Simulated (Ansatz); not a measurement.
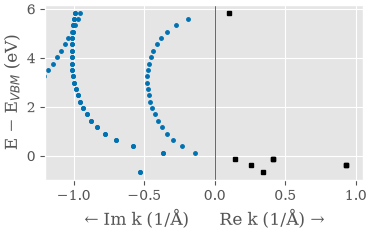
*Complex bands at the centre of the two-dimensional zone; r2SCAN run with Ansatz (a first-principles code)*

The gap is the functional's own. No spin-orbit coupling. Mid-gap values are interpolated on the energy grid.

**Question.** This is Li2O (Fm-3m, anti-fluorite, 3 atoms a cell, 8.4 Å³ an atom, -4 GPa at this level) along the normal of (111). Read off the slowest decay at the centre of the two-dimensional zone at 2.73 eV, the computed energy nearest the middle of the gap.

**Answer.** κ ≈ 0.47 1/Å, a decay length 1/(2κ) of the density of 1.1 Å.
